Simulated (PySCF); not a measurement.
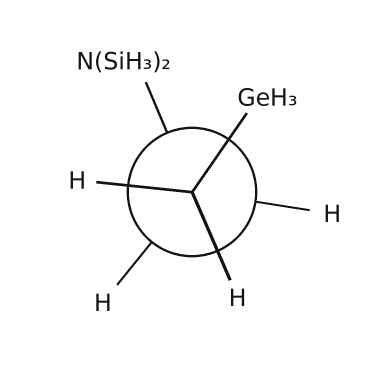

A Newman projection along the Si–Si bond, silicon in front; angles are drawn as computed, but eclipsed bonds slightly apart. Computed geometry: PBE0-D3(BJ)/def2-SVP optimisation. No frequency run is at hand to confirm it as a minimum.

Question: Which molecule is it?

Answer: GeH13NSi4, [SiH3]N([SiH3])[SiH2][SiH2][GeH3]

Question: What is the torsion angle from the front GeH3 to the back N(SiH3)2? The sign is positive where the front bond must turn clockwise to cover the back bond.

Answer: −58°, synclinal (gauche). The conformation about this bond is staggered.
